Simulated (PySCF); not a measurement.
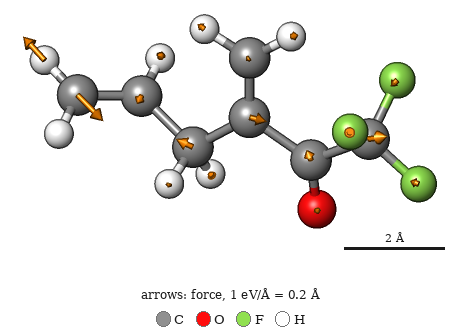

Starting geometry of C7H7F3O with the computed forces as orange arrows. The picture is a ball-and-stick view, seen at a tilt.

The start comes from GFN2-xTB. Its atoms were then displaced at random by about 0.01 Å.

Method: PBE0-D3(BJ)/def2-SVP geometry optimisation, gas phase (PySCF 2.14.0, density-fitted response routines). 

**What follows when this structure is relaxed?**

It isn't relaxed: the largest force vector, on a C atom, is 3.87 eV/Å. The final displacements have little in common with the starting forces (cosine between the two patterns 0.21). The atom that moves furthest after the best rigid fit is the O atom (0.26 Å). By element the largest moves are O 0.26 Å, F 0.14 Å, H 0.13 Å, C 0.11 Å. Among the contacts that change: C–H 1.016 → 1.093 Å, C–C 1.466 → 1.508 Å, C–H 1.077 → 1.103 Å, C–F 1.341 → 1.319 Å. Among the angles between lasting bonds that change: C–C–H 110.2° → 107.6°, C–C–H 125.2° → 122.7°, C–C–F 113.2° → 110.8°. After 10 geometry steps the energy has fallen by 30.2 kJ/mol. Cost: 5.4 min on 1 thread of Arm Neoverse N1, with other jobs on the host.
